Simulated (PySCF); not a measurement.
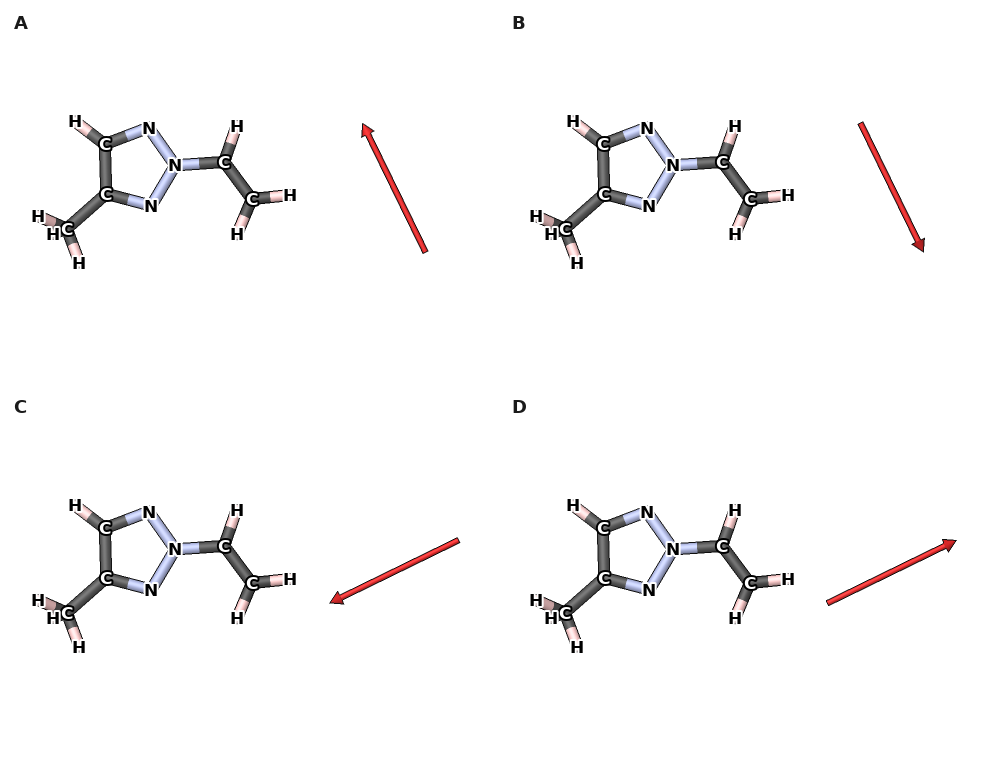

The same molecule four times, each with an arrow. The computed structure is the end point of a GFN2-xTB optimisation. No frequency run is at hand to confirm it as a minimum. Method: CAM-B3LYP/def2-SVPD, gas phase (PySCF 2.14.0).

**Which arrow points along the dipole moment, from the negative to the positive end?**

C. The dipole moment is 0.97 D.
